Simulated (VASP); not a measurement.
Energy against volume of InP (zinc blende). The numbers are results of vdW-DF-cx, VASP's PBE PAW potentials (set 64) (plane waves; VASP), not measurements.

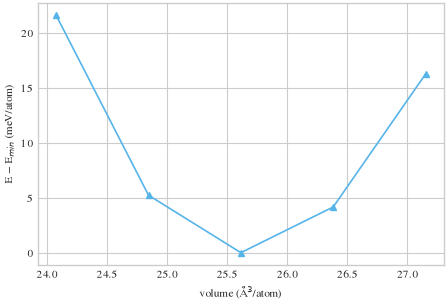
Figure: Energy against volume

Q: Estimate the equilibrium volume and the bulk modulus.

A: The minimum lies near 25.6 Å³/atom, and the curvature gives B0 of about 65 GPa.

Measured: bulk modulus 72.0 GPa at 0 K (computed value off by -10.0 %), as given by Daniel Mejia-Rodriguez et al., Physical Review B (2018), arXiv:1807.09216 [0 K value with the zero-point phonon effect removed]; a 5.858 Å at 0 K (computed value off by +0.7 %), as given by Daniel Mejia-Rodriguez et al., Physical Review B (2018), arXiv:1807.09216 [static lattice: zero-point anharmonic expansion removed].

The compound is InP in the zinc blende structure. It was relaxed first.
